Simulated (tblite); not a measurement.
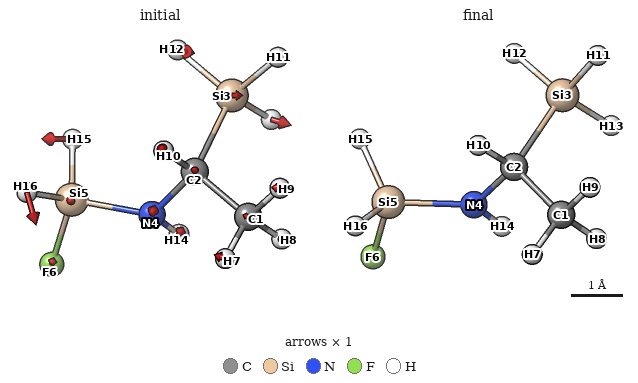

The structure of C$_{2}$H$_{10}$FNSi$_{2}$ before (left) and after (right) a relaxation, at one scale. The red arrows give the displacements, at their true length.

Style: ball-and-stick. Shown at a tilt.

Method: GFN2-xTB geometry optimisation, gas phase (tblite 0.8.0). 

What changed between the two?

Answer. The atom that moves furthest after the best rigid fit is H15 (0.81 Å). Largest moves by element: H 0.81 Å, N 0.29 Å, Si 0.24 Å, F 0.18 Å, C 0.15 Å. Near-neighbour distances that change, for instance: Si3–H11 1.493 → 1.463 Å, C2–N4 1.476 → 1.451 Å, Si3–H13 1.483 → 1.465 Å, Si3–H12 1.478 → 1.462 Å. Bond angles that change, for instance: Si5–N4–H14 108.9° → 119.7°, N4–Si5–H15 108.0° → 116.2°, F6–Si5–H15 109.6° → 104.7°. After 100 geometry steps the energy has fallen by 19.3 kJ/mol. The run took 0.94 s on 1 thread of Arm Neoverse N1 (shared host).
